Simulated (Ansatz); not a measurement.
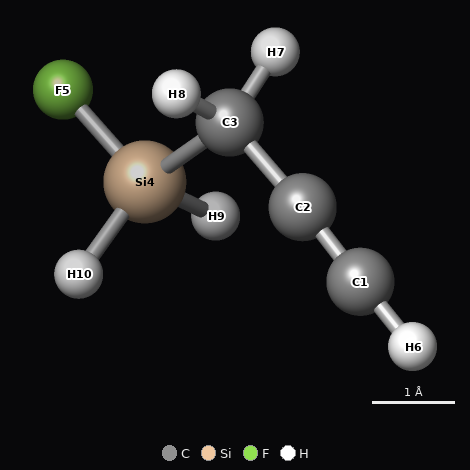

Fig. 1: The input geometry of the first run (ball-and-stick view, seen at a tilt; atoms are numbered from 1 in the order of the input). Bond lengths as drawn: C–C 1.20 to 1.45 Å, C–H 1.06 to 1.09 Å, C–Si 1.88 Å, F–Si 1.60 Å and H–Si 1.48 Å.

# What a change does: single-point calculation on C3H5FSi

System: C3H5FSi.
Method of the first run: RKS PBE-D4/def2-TZVPP (Ansatz 0.2.0).

The geometry comes from this level: PBE0-D4/def2-TZVP. Text and figures count atoms from 1; the logs count them from 0 in places.

## Input, the first run
```yaml
crystal:
  periodic: [false, false, false]
  atoms:
    - {symbol: C, position_ang: [-1.155427, 1.137553, 1.677943]}
    - {symbol: C, position_ang: [-0.376139, 0.371532, 1.178624]}
    - {symbol: C, position_ang: [0.528806, -0.517840, 0.485422]}
    - {symbol: Si, position_ang: [0.272710, -0.263457, -1.357508]}
    - {symbol: F, position_ang: [1.265327, -1.238116, -2.152767]}
    - {symbol: H, position_ang: [-1.837117, 1.807639, 2.145564]}
    - {symbol: H, position_ang: [0.331423, -1.562793, 0.744475]}
    - {symbol: H, position_ang: [1.570039, -0.303830, 0.746240]}
    - {symbol: H, position_ang: [-1.115661, -0.613116, -1.733856]}
    - {symbol: H, position_ang: [0.599138, 1.131227, -1.731337]}
basis:
  gaussian: {orbitals: def2-TZVPP}
hamiltonian: {xc: pbe, dispersion: d4}
output: {forces: true, orbitals: {seedname: orbitals}}
```

Command:
```bash
ansatz run in.yaml --threads 4 --pin off --events-out ev --progress --plain --max-ram 10444MiB
```

Hardware: 4 threads of Intel Xeon @ 2.50GHz, 54 GiB of memory available, shared host.

## Output (the first run)
```
Functional definition: PBE
  parameter kappa = 0.804
  parameter beta = 0.06672455060314922
  exchange = pbe_x(kappa = kappa, mu = beta*pi^2/3)
  correlation = pbe_c(beta = beta)
1279 factors; their error is unknown
mean field evaluation 1: about -13766.8726 eV, gradient 7.2e1 eV
mean field evaluation 2: about -13750.8299 eV, gradient 1.1e2 eV
mean field evaluation 4: about -13777.6840 eV, gradient 1.8e1 eV
mean field evaluation 8: about -13778.4810 eV, gradient 3.0e-1 eV
mean field evaluation 16: about -13778.4490 eV, gradient 7.5e-3 eV
mean field -13778.44895766 eV, -506.3486598258 hartree, gradient 5.0e-5 eV, S^2 0.000000; 0 other end points of the search recorded, 0 dependent functions left out
the calculation of the forces begins
reference -13778.44899923 eV, -506.3486613534 hartree; 23, 23 occupied and 213, 213 virtual orbitals, 1279 factors
Total energy: -13778.64327349 eV, -506.3558008010 hartree
Atom 0 at    -1.155427     1.137553     1.677943 Å, force    -0.630129     0.619478     0.387976 eV/Å
Atom 1 at    -0.376139     0.371532     1.178624 Å, force     0.653198    -0.642287    -0.407672 eV/Å
Atom 2 at     0.528806    -0.517840     0.485422 Å, force    -0.077409     0.075854     0.070983 eV/Å
Atom 3 at     0.272710    -0.263457    -1.357508 Å, force    -0.258852     0.254515     0.155316 eV/Å
Atom 4 at     1.265327    -1.238116    -2.152767 Å, force     0.387779    -0.380857    -0.325579 eV/Å
Atom 5 at    -1.837117     1.807639     2.145564 Å, force    -0.134443     0.132102     0.093732 eV/Å
Atom 6 at     0.331423    -1.562793     0.744475 Å, force    -0.019581    -0.223768     0.045695 eV/Å
Atom 7 at     1.570039    -0.303830     0.746240 Å, force     0.223411     0.023198     0.045723 eV/Å
Atom 8 at    -1.115661    -0.613116    -1.733856 Å, force    -0.171258    -0.030124    -0.033167 eV/Å
Atom 9 at     0.599138     1.131227    -1.731337 Å, force     0.027284     0.171889    -0.033007 eV/Å
Dipole moment:    -0.044745     0.043694     0.155300 e Å
```

The input of the second run differs as follows (lines with − go, lines with + come):
```diff
-hamiltonian: {xc: pbe, dispersion: d4}
+hamiltonian: {xc: r2scan, dispersion: d4}
```

What does this change do to the results?

The total energies belong to different models, so their difference says nothing on which is more stable or more accurate. The largest force goes from 1.003 to 0.397 eV/Å. The HOMO goes from −6.54 to −6.74 eV. The LUMO goes from −0.73 to −0.34 eV. On the same kind of shared host the second run took about 1.5 times as long.

## Output (the second run)
```
Functional definition: r2SCAN
  parameter k0 = 0.174
  parameter k1 = 0.065
  parameter a1 = 4.9479
  exchange = r2scan_x(k0 = k0, k1 = k1, a1 = a1)
  correlation = r2scan_c
1279 factors; their error is unknown
mean field evaluation 1: about -13776.3834 eV, gradient 6.6e1 eV
mean field evaluation 2: about -13769.9861 eV, gradient 8.4e1 eV
mean field evaluation 4: about -13785.4867 eV, gradient 1.1e1 eV
mean field evaluation 8: about -13785.7738 eV, gradient 2.3e-1 eV
mean field evaluation 16: about -13785.7402 eV, gradient 5.4e-4 eV
mean field -13785.74017344 eV, -506.6166070635 hartree, gradient 3.6e-5 eV, S^2 0.000000; 0 other end points of the search recorded, 0 dependent functions left out
the calculation of the forces begins
reference -13785.74018550 eV, -506.6166075067 hartree; 23, 23 occupied and 213, 213 virtual orbitals, 1279 factors
Total energy: -13785.78826739 eV, -506.6183744838 hartree
Atom 0 at    -1.155427     1.137553     1.677943 Å, force    -0.262604     0.258221     0.149059 eV/Å
Atom 1 at    -0.376139     0.371532     1.178624 Å, force     0.221454    -0.217910    -0.126227 eV/Å
Atom 2 at     0.528806    -0.517840     0.485422 Å, force    -0.017833     0.017329     0.004741 eV/Å
Atom 3 at     0.272710    -0.263457    -1.357508 Å, force    -0.036129     0.035863    -0.032510 eV/Å
Atom 4 at     1.265327    -1.238116    -2.152767 Å, force     0.023249    -0.022963    -0.011318 eV/Å
Atom 5 at    -1.837117     1.807639     2.145564 Å, force     0.041458    -0.040810    -0.024275 eV/Å
Atom 6 at     0.331423    -1.562793     0.744475 Å, force     0.013638    -0.006937     0.004418 eV/Å
Atom 7 at     1.570039    -0.303830     0.746240 Å, force     0.007208    -0.013487     0.004075 eV/Å
Atom 8 at    -1.115661    -0.613116    -1.733856 Å, force     0.023554     0.014425     0.016115 eV/Å
Atom 9 at     0.599138     1.131227    -1.731337 Å, force    -0.013995    -0.023730     0.015921 eV/Å
Dipole moment:    -0.046920     0.045831     0.154169 e Å
```

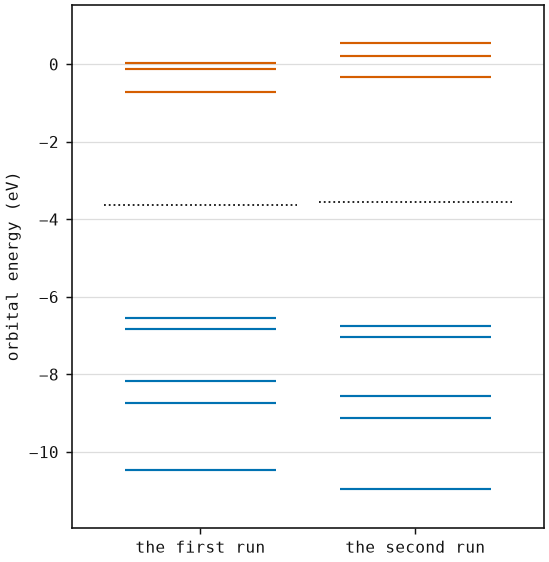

Fig. 2: The five highest filled and three lowest empty orbital energies of the two runs; the dotted lines part filled from empty levels. The HOMO–LUMO gap is 5.81 eV in the first run and 6.40 eV in the second run.

## The two runs side by side

```csv
quantity,the first run,the second run
outcome,converged,converged
total energy (hartree),−506.355801,−506.618374
HOMO (eV),−6.54,−6.74
LUMO (eV),−0.73,−0.34
dipole moment (D),0.80,0.80
largest force (eV/Å),1.003,0.397
basis functions,236,236
wall time (shared host),3 s,4.5 s
```
